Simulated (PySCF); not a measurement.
**One shape, several levels: NH3 (ammonia)**

Aim: a comparison of 6 runs (B2PLYP/6-31G, BCCD(T)/6-31G, CCSDT(Q)/6-31G, CCSDTQ/6-31G, NEVPT2(8,7)/6-31G, QCISD(T)/6-31G) of NH3 (ammonia). Input form: a Python script.

Program for the calculation: PySCF 2.14.0.

4 further runs of the same task are left out: 4 set aside as unsound or not needed.

## (1) The system as given

The species is NH3 (4 atoms), meant as a singlet with charge 0. SMILES: `N`. Geometry: relaxed at GFN2-xTB.

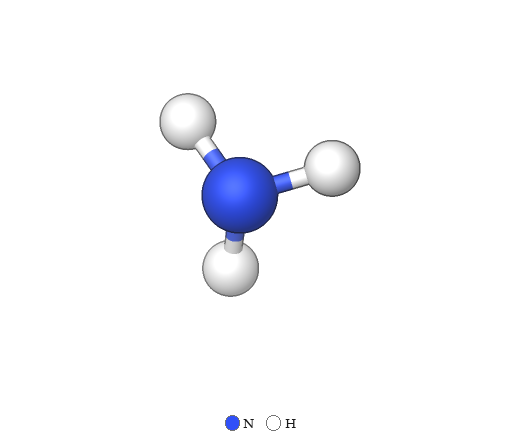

Viewed from a chosen angle; nitrogen blue, hydrogen white.

## (2) A single-point energy at B2PLYP/6-31G (run 1)

The input, calc.py:

```python
# N
from pyscf import gto, dft, mp

mol = gto.Mole()
mol.atom = '''
N     -0.128804     0.458882     0.204204
H      0.929613    -0.567806     1.423682
H     -1.685560    -0.568089    -0.223649
H      0.884751     0.676994    -1.404237
'''
mol.basis = '6-31g'
mol.verbose = 4
mol.max_memory = 1860
mol.unit = 'bohr'
mol.spin = 0
mol.build()

myscf = dft.RKS(mol)
myscf.xc = '0.53*HF + 0.47*B88, 0.73*LYP'
myscf.conv_tol = 1e-10
myscf.grids.level = 5
myscf.kernel()
if not myscf.converged:
    myscf = myscf.newton().run(myscf.mo_coeff, myscf.mo_occ)

pt = mp.MP2(myscf, frozen=1).run()
e_tot = myscf.e_tot + 0.27 * pt.e_corr
print('PT2 part  %.8f' % (0.27 * pt.e_corr))
print('E(%s) = %.9f' % ('B2PLYP', e_tot))
```

Launch:

```bash
$ OMP_NUM_THREADS=1 python calc.py
```

Output:

```text
PySCF version 2.14.0

[... 70 lines left out ...]
converged SCF energy = -56.4026545694682
[... 1 line left out ...]
******** <class 'pyscf.mp.mp2.RMP2'> ********
nocc = 4, nmo = 14
frozen orbitals 1
E(RMP2) = -56.5448453037084  E_corr = -0.142190734240189
E(SCS-RMP2) = -56.5480627232726  E_corr = -0.145408153804415
E_corr(same-spin) = -0.0291008391736284
E_corr(oppo-spin) = -0.11308989506656
PT2 part  -0.03839150
E(B2PLYP) = -56.441046068
```

Wall time 1.4 s (1 thread of Arm Neoverse V2, shared host); peak memory 0.17 GiB.

## (3) A single-point energy at BCCD(T)/6-31G (run 2)

The input, input.py:

```python
from pyscf import gto, scf, cc
from pyscf.cc.bccd import bccd_kernel_

mol = gto.M(
    atom='''
N     -0.068160     0.242830     0.108060
H      0.491930    -0.300470     0.753380
H     -0.891960    -0.300620    -0.118350
H      0.468190     0.358250    -0.743090
''',
    charge=0,
    spin=0,
    basis='6-31g',
    verbose=4,
    max_memory=1860,
)

mf = scf.RHF(mol)
mf.conv_tol = 1e-10
mf.kernel()
if not mf.converged:
    mf = mf.newton().run(mf.mo_coeff, mf.mo_occ)

mycc = cc.CCSD(mf, frozen=1).run()
mycc = bccd_kernel_(mycc, diis=True)
e_t = mycc.ccsd_t()
e_final = mycc.e_tot + e_t
print('E(%s) = %.9f' % ('BCCD(T)', e_final))
```

Launch:

```bash
$ OMP_NUM_THREADS=1 python input.py
```

Output:

```text
PySCF version 2.14.0

[... 54 lines left out ...]
converged SCF energy = -56.1618816900624
[... 12 lines left out ...]
Init t2, MP2 energy = -56.2776240587037  E_corr(MP2) -0.11574236864122
[... 10 lines left out ...]
CCSD converged
[... 24 lines left out ...]
CCSD converged
[... 20 lines left out ...]
CCSD converged
[... 18 lines left out ...]
CCSD converged
[... 3 lines left out ...]
E(BCCD(T)) = -56.291823888
```

Run time: 0.74 s. Hardware: 1 thread of Arm Neoverse V2, shared host; peak memory 0.1 GiB.

Run 3 isn't shown in full; the table further down has it.

## (4) The energy at CCSDTQ/6-31G (run 4)

The input, input.xyz:

```xyz
4
H3N
N     -0.068160     0.242830     0.108060
H      0.491930    -0.300470     0.753380
H     -0.891960    -0.300620    -0.118350
H      0.468190     0.358250    -0.743090
```

The input, input.py:

```python
from pyscf import gto, scf, cc

mol = gto.Mole()
mol.atom = 'input.xyz'
mol.basis = '6-31g'
mol.verbose = 3
mol.max_memory = 1860
mol.build()

mf = scf.RHF(mol)
mf.conv_tol = 1e-10
mf.kernel()
if not mf.converged:
    mf = mf.newton().run(mf.mo_coeff, mf.mo_occ)

mycc = cc.CCSDTQ(mf, frozen=1)
mycc.kernel()
etot = mycc.e_tot
print(f'total energy: {etot:.8f} hartree')
```

Launch:

```bash
$ OMP_NUM_THREADS=1 python input.py
```

Output:

```text
converged SCF energy = -56.1618816900624
_make_eris_incore_RCCSDTQ

WARN: A large `blksize` is being used, which may cause large memory consumption
      for storing contraction intermediates. If memory is sufficient, consider using
      `pyscf.cc.rccsdtq_highm.RCCSDTQ` instead.

RCCSDTQ converged
E(RCCSDTQ) = -56.29224680299917   E_corr = -0.1303651129367401
E_corr(same-spin) = -0.0198050036120943
E_corr(oppo-spin) = -0.110560109324646
total energy: -56.29224680 hartree
```

Wall time 41 s (1 thread of Arm Neoverse V2, shared host); peak memory 0.25 GiB.

Run 5 isn't shown in full; the table further down has it.

## (5) A single-point energy at QCISD(T)/6-31G (run 6)

The input, input.py:

```python
from pyscf import gto, cc

molecule = gto.Mole()
molecule.atom = '''
N   -0.068160   0.242830   0.108060
H    0.491930  -0.300470   0.753380
H   -0.891960  -0.300620  -0.118350
H    0.468190   0.358250  -0.743090
'''
molecule.max_memory = 1860
molecule.verbose = 3
molecule.basis = '6-31g'
molecule.build()

calc0 = molecule.RHF()
calc0.conv_tol = 1e-10
calc0.kernel()
if not calc0.converged:
    calc0 = calc0.newton().run(calc0.mo_coeff, calc0.mo_occ)

mycc = cc.QCISD(calc0, frozen=1)
mycc.kernel()
e_t = mycc.qcisd_t()
e_tot = mycc.e_tot + e_t
print('E(%s) = %.9f' % ('QCISD(T)', e_tot))
```

Launch:

```bash
$ OMP_NUM_THREADS=1 python input.py
```

Output:

```text
converged SCF energy = -56.1618816900624
E(QCISD) = -56.29050961892838  E_corr = -0.1286279288659439
QCISD(T) correction = -0.0013546586875228
E(QCISD(T)) = -56.291864278
```

Run time: 0.7 s. Hardware: 1 thread of Arm Neoverse V2, shared host; peak memory 0.12 GiB.

## (6) The series

```csv
run,level,integration grid,frozen core orbitals,energy (Eh),dipole moment (D) of the reference,HOMO energy (eV),LUMO energy (eV),wall time
1,B2PLYP/6-31G,5,1,-56.441046,2.21,-8.43,3.62,1.4 s
2,BCCD(T)/6-31G,–,1,-56.291824,–,–,–,0.74 s
3,CCSDT(Q)/6-31G,–,1,-56.292260,2.26,-11.22,5.88,0.93 s
4,CCSDTQ/6-31G,–,1,-56.292247,2.26,-11.22,5.88,41 s
5,"NEVPT2(8,7)/6-31G",–,–,-56.281905,2.26,-11.22,5.88,1.5 s
6,QCISD(T)/6-31G,–,1,-56.291864,2.26,-11.22,5.88,0.7 s
```

## (7) Summary of results

```
                                         quantity         value
                              run 6: total energy  -56.29186 Eh
      run 6: dipole moment (Hartree–Fock density)        2.26 D
       run 6: HOMO energy (Hartree–Fock orbitals)     -11.22 eV
       run 6: LUMO energy (Hartree–Fock orbitals)       5.88 eV
     run 6: HOMO–LUMO gap (Hartree–Fock orbitals)      17.10 eV
run 6: correlation energy (1 core orbital frozen)    -130.0 mEh
                            run 6: (T) correction     -1.35 mEh
                             run 6: T1 diagnostic         0.006
```

All runs together took 46 s, the longest 41 s.
